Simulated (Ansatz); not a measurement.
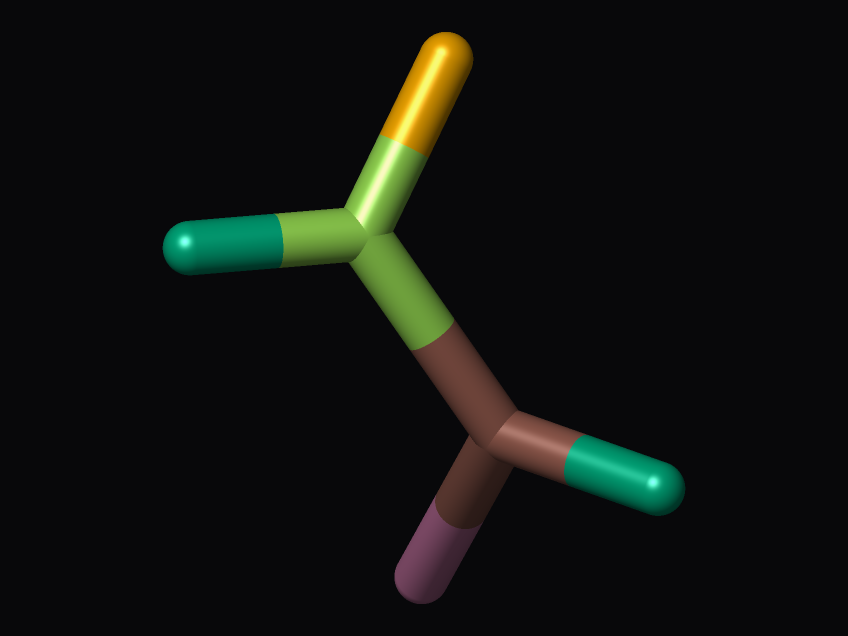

Rendered structure (stick style). Every bond is drawn as one stick, whatever its order. Colours: oxygen orange, carbon green, boron brown, bromine pink, hydrogen teal.

The computed structure is the end point of a PBE0-D4/def2-TZVP optimisation.

Describe the molecule.

Formula CH₂BBrO. As SMILES it reads `O=CBBr`. It has no ring. Among its groups: B–H bond. The point group is C1. Coordination: 1 C trigonal planar; 1 B trigonal planar.

More results for the same structure follow; atom numbers are the same in all pictures, views and colours differ.

**Geometry**

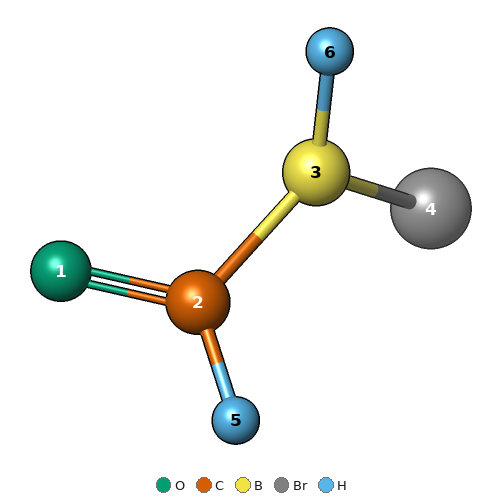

Atoms carry their numbers in the input.

List the bonds and their lengths.

```tsv
bond	length (Å)	order
O1–C2	1.210	double
C2–B3	1.578	single
C2–H5	1.113	single
B3–Br4	1.892	single
B3–H6	1.188	single
```

**Electronic properties**

Level of theory: RKS ωB97M-V/def2-TZVPP (Ansatz 0.2.0).

What does the calculation give?

- dipole moment: 2.10 D
- HOMO energy (Kohn–Sham orbital): −9.80 eV
- LUMO energy (Kohn–Sham orbital): −0.47 eV
- HOMO–LUMO gap: 9.34 eV

**Charges**

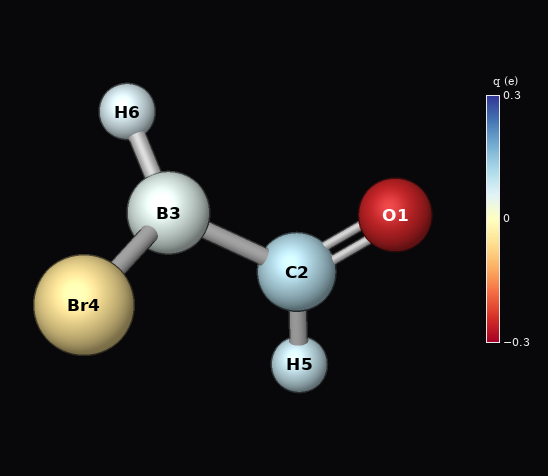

Atoms are coloured by their Mulliken charges. Properties computed with RKS PBE0-D4/def2-TZVP (Ansatz 0.2.0).

Question: Which atom carries the highest charge (most positive or least negative)?

Answer: C2 (0.11 e).

Question: And the lowest?

Answer: O1 (−0.26 e).

List the Mulliken charges.

```tsv
atom	value (e)
O1	−0.26
C2	0.11
B3	0.05
Br4	−0.05
H5	0.09
H6	0.06
```

**Thermal motion**

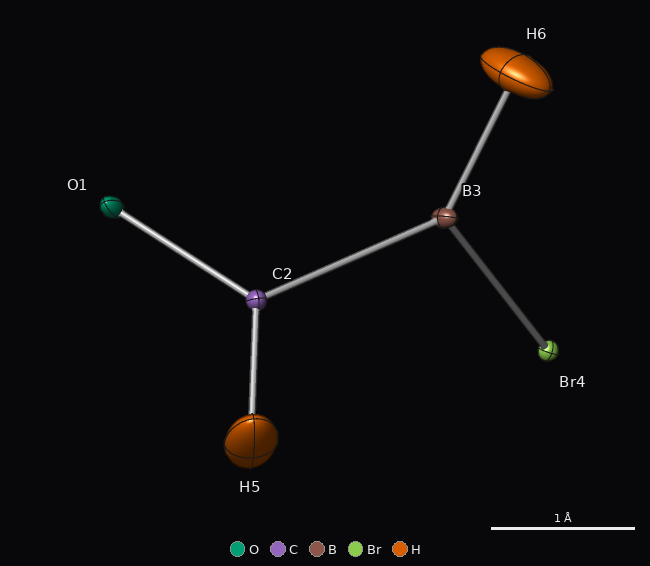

Displacement ellipsoids at the 50 % level, from the internal vibrations of the free molecule (harmonic, no overall translation or rotation; no half-axis is drawn under 0.075 Å). Vibrations computed with RKS PBE0-D4/def2-TZVP (Ansatz 0.2.0). Temperature: 0 K (zero-point motion alone).

Question: Which atom has the largest mean-square displacement?

Answer: H5, with U_eq = 0.0271 Å².

Question: Does H5 move more along its bond or across it?

Answer: Across it: the root-mean-square amplitude is 0.084 Å along the bond and up to 0.245 Å across, since bending and torsion are softer than stretching.

List U_eq and the three principal root-mean-square amplitudes for each kind of atom.

| atom | U_eq (Å²) | rms amplitudes (Å) |
| --- | --- | --- |
| O1 | 0.0036 | 0.020, 0.037, 0.095 |
| C2 | 0.0026 | 0.039, 0.045, 0.066 |
| B3 | 0.0030 | 0.041, 0.047, 0.072 |
| Br4 | 0.00018 | 0.004, 0.008, 0.021 |
| H5 | 0.0271 | 0.082, 0.121, 0.245 |
| H6 | 0.0213 | 0.091, 0.132, 0.195 |

Mulliken values depend strongly on the basis set and can even reverse the polarity of a bond.
